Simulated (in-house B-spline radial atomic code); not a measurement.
**Sn¹⁵⁺: binding energies from hole states**

How tightly is each shell of Sn¹⁵⁺ bound, and how much do the other electrons relax when one leaves?

Method: Dirac-Hartree-Fock, average of configuration, Fermi nucleus, basis-set limit. Code: in-house B-spline radial atomic code version 1.

### Step 1. Starting point

```
element       : tin (Z = 50)
charge        : +15
electrons     : 35
configuration : [Ar] 3d10 4s2 4p5
Hamiltonian   : Dirac-Coulomb
nucleus       : Fermi, rms radius 4.652 fm
```

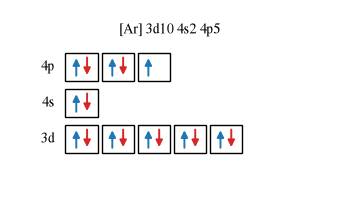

The shells outside the core, filled by Hund's rule for the drawing.

The boxes draw the filling by Hund's rule, which heavy ions in jj coupling don't follow; these runs average over all states of the configuration.

Settings, as recorded:

```ini
Z = 50
electrons = 35.0
configuration = [Ar] 3d10 4s2 4p5
hamiltonian = dirac
method = hf
spin_polarised = False
nucleus = fermi
rms_radius = 4.6519
mass_number = 120
atomic_mass = 119.902202557
speed_of_light = 137.035999084
```

The reference is known from an earlier run: -6095.007494 hartree in all. Up to eight levels, counted from the top:

```
orbital  occupation  energy (eV)  <r> (bohr)
  3s1/2           2     -1265.09      0.3351
  3p1/2           2     -1137.82      0.3265
  3p3/2           4     -1093.60      0.3370
  3d3/2           4      -871.77      0.3082
  3d5/2           6      -862.73      0.3116
  4s1/2           2      -467.64      0.7522
  4p1/2     1.66667      -418.62      0.7724
  4p3/2     3.33333      -408.44      0.7902
```

### Step 2. The 1s hole

Changes to the settings of step 1:

```diff
@@ -1,4 +1,4 @@
 Z = 50
-electrons = 35.0
-configuration = [Ar] 3d10 4s2 4p5
+electrons = 34.0
+configuration = 1s1 2s2 2p6 3s2 3p6 3d10 4s2 4p5
 hamiltonian = dirac
```

From the run's result record (rounded, not every field):

```text
{
  "status": "converged",
  "scf [iteration, energy, orbital gradient]": [
    [1, -4942.46863545, 3.4],
    [2, -4998.66730147, 1.09],
    [3, -5003.41373982, 0.395],
    [4, -5004.05855325, 0.143],
    [5, -5004.14959228, 0.0381],
    [6, -5004.15726393, 0.000847],
    [7, -5004.15726653, 7.23e-05],
    [8, -5004.15726655, 2.5e-06],
    [9, -5004.15726655, 6.6e-08]
  ],
  "energy [hartree]": {"total": -5004.15726654, "kinetic": 5250.7538567, "nuclear": -11904.9870792, "coulomb": 1766.70324132, "exact_exchange": -116.627285356},
  "breit [hartree]": {"gaunt": 2.354701, "retardation": -0.3146638, "frequency_dependence": -0.02393819},
  "qed [hartree]": {"self_energy": 1.975766, "uehling": -0.2511196, "wichmann_kroll": 0.005188561},
  "recoil [hartree]": 0.01660356,
  "total_with_corrections [hartree]": -5000.39472923,
  "orbitals [hartree, bohr; first row names the columns]": [
    ["name", "occ", "eps", "<r>"],
    ["1s1/2", 1.0, -1121.4979, 0.028948],
    ["2s1/2", 2.0, -187.23812, 0.12308],
    ["2p1/2", 2.0, -177.39014, 0.10367],
    ["2p3/2", 4.0, -168.27453, 0.109],
    ["3s1/2", 2.0, -49.489053, 0.32858],
    ["3p1/2", 2.0, -45.024501, 0.31805],
    ["3p3/2", 4.0, -43.265759, 0.32849],
    ["3d3/2", 4.0, -34.968499, 0.29871],
    ["3d5/2", 6.0, -34.598018, 0.30209],
    ["4s1/2", 2.0, -18.719878, 0.7304],
    ["4p1/2", 1.6667, -16.924262, 0.74505],
    ["4p3/2", 3.3333, -16.508895, 0.76254]
  ],
  "sum_r [bohr^k]": {"-1": 238.1015, "1": 11.77745, "2": 6.590712},
  "energy_minus_base [hartree]": 1090.85023,
  "energy_minus_base_with_corrections [hartree]": 1087.31234
}
```

Wall time 0.58 s (1 thread, shared host).

energy_minus_base is the energy less that of the reference run.

### Step 3. The 2s hole

Changes to the settings of step 2:

```diff
@@ -2,3 +2,3 @@
 electrons = 34.0
-configuration = 1s1 2s2 2p6 3s2 3p6 3d10 4s2 4p5
+configuration = 1s2 2s1 2p6 3s2 3p6 3d10 4s2 4p5
 hamiltonian = dirac
```

From the record:

```text
{
  "status": "converged",
  "scf [iteration, energy, orbital gradient]": [
    [1, -5858.2683147, 3.38],
    [2, -5911.13571304, 1.15],
    [3, -5915.41462568, 0.408],
    [4, -5916.0026945, 0.148],
    [5, -5916.08711596, 0.0437],
    [6, -5916.09399947, 0.000895],
    [7, -5916.09400264, 8.68e-05],
    [8, -5916.09400265, 3.18e-06],
    [9, -5916.09400265, 5.91e-08]
  ],
  "energy [hartree]": {"total": -5916.09400265, "kinetic": 6223.98461049, "nuclear": -13836.7848927, "coulomb": 1834.57055732, "exact_exchange": -137.864277728},
  "breit [hartree]": {"gaunt": 4.674129, "retardation": -0.4840943, "frequency_dependence": -0.04500888},
  "qed [hartree]": {"self_energy": 3.175768, "uehling": -0.4145498, "wichmann_kroll": 0.008568936},
  "recoil [hartree]": 0.01836136,
  "total_with_corrections [hartree]": -5909.16082817,
  "orbitals [hartree, bohr; first row names the columns]": [
    ["name", "occ", "eps", "<r>"],
    ["1s1/2", 2.0, -1100.1971, 0.029049],
    ["2s1/2", 1.0, -185.32568, 0.12475],
    ["2p1/2", 2.0, -173.62422, 0.10512],
    ["2p3/2", 4.0, -164.97593, 0.1104],
    ["3s1/2", 2.0, -49.101744, 0.33039],
    ["3p1/2", 2.0, -44.607278, 0.32074],
    ["3p3/2", 4.0, -42.913745, 0.33097],
    ["3d3/2", 4.0, -34.951627, 0.29979],
    ["3d5/2", 6.0, -34.590776, 0.30309],
    ["4s1/2", 2.0, -18.633178, 0.7337],
    ["4p1/2", 1.6667, -16.833019, 0.74922],
    ["4p3/2", 3.3333, -16.431011, 0.76632]
  ],
  "sum_r [bohr^k]": {"-1": 276.7386, "1": 11.74903, "2": 6.641779},
  "energy_minus_base [hartree]": 178.913492,
  "energy_minus_base_with_corrections [hartree]": 178.546238
}
```

Wall time 0.58 s (1 thread, shared host).

### Step 4. The 2p1/2 hole

In configurations, a minus sign after the shell means j = l − 1/2 and a plus sign j = l + 1/2; the count of electrons follows.

Changes to the settings of step 3:

```diff
@@ -2,3 +2,3 @@
 electrons = 34.0
-configuration = 1s2 2s1 2p6 3s2 3p6 3d10 4s2 4p5
+configuration = 1s2 2s2 2p-1 2p+4 3s2 3p6 3d10 4s2 4p5
 hamiltonian = dirac
```

From the record:

```text
{
  "status": "converged",
  "scf [iteration, energy, orbital gradient]": [
    [1, -5869.13773649, 3.4],
    [2, -5922.58554948, 1.3],
    [3, -5926.94092424, 0.464],
    [4, -5927.53928389, 0.163],
    [5, -5927.62504005, 0.0484],
    [6, -5927.63205669, 0.00091],
    [7, -5927.63205997, 8.1e-05],
    [8, -5927.63205999, 2.54e-06],
    [9, -5927.63205999, 7.09e-08]
  ],
  "energy [hartree]": {"total": -5927.63205999, "kinetic": 6237.62590499, "nuclear": -13853.1129065, "coulomb": 1826.15944458, "exact_exchange": -138.304503092},
  "breit [hartree]": {"gaunt": 4.493532, "retardation": -0.4535088, "frequency_dependence": -0.04317524},
  "qed [hartree]": {"self_energy": 3.355132, "uehling": -0.4360629, "wichmann_kroll": 0.009006611},
  "recoil [hartree]": 0.01938924,
  "total_with_corrections [hartree]": -5920.68774629,
  "orbitals [hartree, bohr; first row names the columns]": [
    ["name", "occ", "eps", "<r>"],
    ["1s1/2", 2.0, -1101.7347, 0.029025],
    ["2s1/2", 2.0, -185.04281, 0.1241],
    ["2p1/2", 1.0, -175.05211, 0.10567],
    ["2p3/2", 4.0, -165.98509, 0.11015],
    ["3s1/2", 2.0, -49.232254, 0.33012],
    ["3p1/2", 2.0, -44.555717, 0.32037],
    ["3p3/2", 4.0, -42.997109, 0.3304],
    ["3d3/2", 4.0, -34.892958, 0.30009],
    ["3d5/2", 6.0, -34.649777, 0.30242],
    ["4s1/2", 2.0, -18.660949, 0.73277],
    ["4p1/2", 1.6667, -16.824714, 0.74939],
    ["4p3/2", 3.3333, -16.449484, 0.76545]
  ],
  "sum_r [bohr^k]": {"-1": 277.0653, "1": 11.75603, "2": 6.634255},
  "energy_minus_base [hartree]": 167.375434,
  "energy_minus_base_with_corrections [hartree]": 167.01932
}
```

Wall time 0.57 s (1 thread, shared host).

### Step 5. The 2p3/2 hole

Changes to the settings of step 4:

```diff
@@ -2,3 +2,3 @@
 electrons = 34.0
-configuration = 1s2 2s2 2p-1 2p+4 3s2 3p6 3d10 4s2 4p5
+configuration = 1s2 2s2 2p-2 2p+3 3s2 3p6 3d10 4s2 4p5
 hamiltonian = dirac
```

From the record:

```text
{
  "status": "converged",
  "scf [iteration, energy, orbital gradient]": [
    [1, -5877.82912701, 3.44],
    [2, -5931.06478082, 1.24],
    [3, -5935.42001117, 0.44],
    [4, -5936.01626933, 0.155],
    [5, -5936.10120258, 0.0454],
    [6, -5936.10825091, 0.00101],
    [7, -5936.1082548, 7.25e-05],
    [8, -5936.10825481, 2.21e-06],
    [9, -5936.10825481, 1.21e-07]
  ],
  "energy [hartree]": {"total": -5936.10825481, "kinetic": 6264.52204878, "nuclear": -13890.7788625, "coulomb": 1828.81420917, "exact_exchange": -138.66565024},
  "breit [hartree]": {"gaunt": 4.610091, "retardation": -0.4535464, "frequency_dependence": -0.03488459},
  "qed [hartree]": {"self_energy": 3.339457, "uehling": -0.4366281, "wichmann_kroll": 0.009019503},
  "recoil [hartree]": 0.01932294,
  "total_with_corrections [hartree]": -5929.0554239,
  "orbitals [hartree, bohr; first row names the columns]": [
    ["name", "occ", "eps", "<r>"],
    ["1s1/2", 2.0, -1101.1498, 0.029029],
    ["2s1/2", 2.0, -184.91161, 0.12415],
    ["2p1/2", 2.0, -174.50051, 0.10497],
    ["2p3/2", 3.0, -165.92103, 0.11116],
    ["3s1/2", 2.0, -49.218753, 0.33021],
    ["3p1/2", 2.0, -44.677272, 0.3203],
    ["3p3/2", 4.0, -42.91847, 0.33024],
    ["3d3/2", 4.0, -34.997414, 0.29928],
    ["3d5/2", 6.0, -34.569984, 0.30313],
    ["4s1/2", 2.0, -18.657847, 0.73289],
    ["4p1/2", 1.6667, -16.848252, 0.74854],
    ["4p3/2", 3.3333, -16.440368, 0.76603]
  ],
  "sum_r [bohr^k]": {"-1": 277.8186, "1": 11.75446, "2": 6.63676},
  "energy_minus_base [hartree]": 158.89924,
  "energy_minus_base_with_corrections [hartree]": 158.651642
}
```

Run time: 0.57 s. Hardware: 1 thread, shared host.

### Step 6. The 3s hole

Changes to the settings of step 5:

```diff
@@ -2,3 +2,3 @@
 electrons = 34.0
-configuration = 1s2 2s2 2p-2 2p+3 3s2 3p6 3d10 4s2 4p5
+configuration = 1s2 2s2 2p6 3s1 3p6 3d10 4s2 4p5
 hamiltonian = dirac
```

From the record:

```text
{
  "status": "converged",
  "scf [iteration, energy, orbital gradient]": [
    [1, -5999.4805508, 3.23],
    [2, -6044.73676733, 0.955],
    [3, -6048.16766517, 0.351],
    [4, -6048.64182689, 0.13],
    [5, -6048.71088966, 0.0327],
    [6, -6048.71634006, 0.000848],
    [7, -6048.71634282, 5.29e-05],
    [8, -6048.71634282, 2.78e-06],
    [9, -6048.71634282, 6.19e-08]
  ],
  "energy [hartree]": {"total": -6048.71634282, "kinetic": 6372.45452814, "nuclear": -14156.342469, "coulomb": 1879.43132406, "exact_exchange": -144.259726065},
  "breit [hartree]": {"gaunt": 4.871984, "retardation": -0.4973572, "frequency_dependence": -0.04356555},
  "qed [hartree]": {"self_energy": 3.309064, "uehling": -0.4313434, "wichmann_kroll": 0.008912561},
  "recoil [hartree]": 0.01893015,
  "total_with_corrections [hartree]": -6041.47971864,
  "orbitals [hartree, bohr; first row names the columns]": [
    ["name", "occ", "eps", "<r>"],
    ["1s1/2", 2.0, -1095.747, 0.029048],
    ["2s1/2", 2.0, -182.34521, 0.1249],
    ["2p1/2", 2.0, -171.05633, 0.10576],
    ["2p3/2", 4.0, -162.52494, 0.11107],
    ["3s1/2", 1.0, -48.775905, 0.33482],
    ["3p1/2", 2.0, -43.831553, 0.32415],
    ["3p3/2", 4.0, -42.177804, 0.33453],
    ["3d3/2", 4.0, -34.271934, 0.30463],
    ["3d5/2", 6.0, -33.93144, 0.30791],
    ["4s1/2", 2.0, -18.517811, 0.7364],
    ["4p1/2", 1.6667, -16.722809, 0.75398],
    ["4p3/2", 3.3333, -16.324313, 0.77111]
  ],
  "sum_r [bohr^k]": {"-1": 283.1299, "1": 11.6507, "2": 6.64371},
  "energy_minus_base [hartree]": 46.2911515,
  "energy_minus_base_with_corrections [hartree]": 46.2273475
}
```

Wall time 0.6 s (1 thread, shared host).

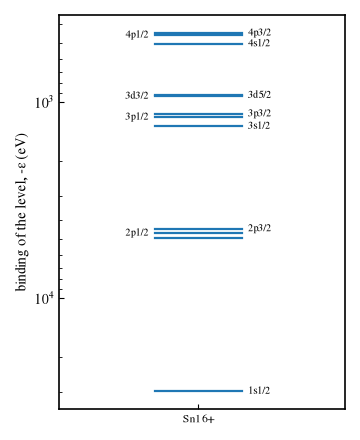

Orbital energies of this run on a logarithmic scale.

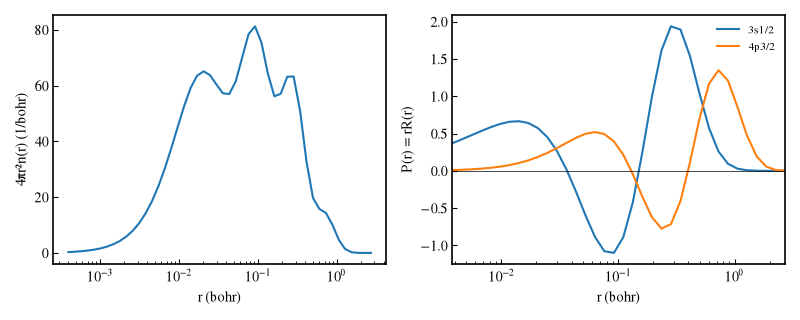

Radial density (left) and the radial functions of 3s1/2, 4p3/2 (right).

Clear maxima of the radial density (full grid of the record): 0.021, 0.092, 0.28 bohr.

(Part 1 of 2 ends here.)
